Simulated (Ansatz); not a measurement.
The starting structures come from a database of crystals and need not be the phases stable at ambient conditions.

 Where the default PAW files enter, the runs use the earlier of Ansatz's two default sets.

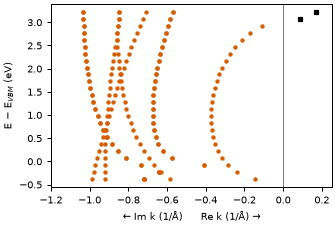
*Complex bands at the centre of the two-dimensional zone; Ansatz (a first-principles code) with r2SCAN*

The gap is the functional's own, uncorrected, and κ follows it; spin-orbit coupling is left out. Mid-gap values are interpolated between the computed energies.

**Question.** This is NaLi₃(H₂N)₄ (I-4, not sure to be the ambient phase, 16 atoms a cell, 9.6 Å³ an atom, -2 GPa at this level) along the normal of (001). Read off the slowest decay at the centre of the two-dimensional zone at 1.57 eV, the computed energy nearest the middle of the gap.

**Answer.** κ ≈ 0.35 1/Å, a decay length 1/(2κ) of the density of 1.4 Å.
